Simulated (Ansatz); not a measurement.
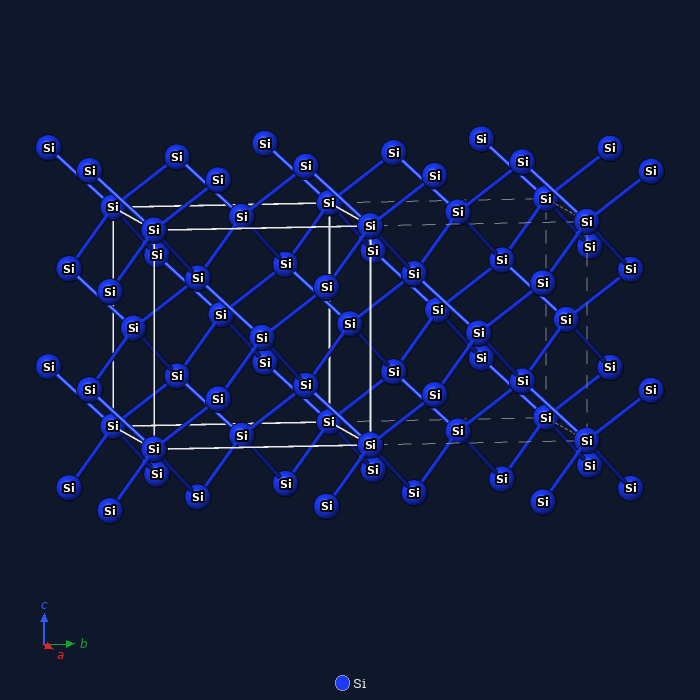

The compound is Si (space group Fd-3m, No. 227), taken as the input geometry of an electronic-structure calculation (not necessarily at equilibrium).

Bonds are taken as Si–Si below 2.6 Å. Simplification: prune 0- and 1-connected atoms, fold 2-connected ones into links.

> What kind of net remains, and which atoms are its nodes?

A uninodal 4-connected, three-periodic net: Si is a 4-connected node.

> Does the net have a name?

It is the dia net, known from diamond, zinc blende and cristobalite.

> Is the net interpenetrated?

It is a single net, without interpenetration.

> How many nodes does the smallest cycle have?

Six.
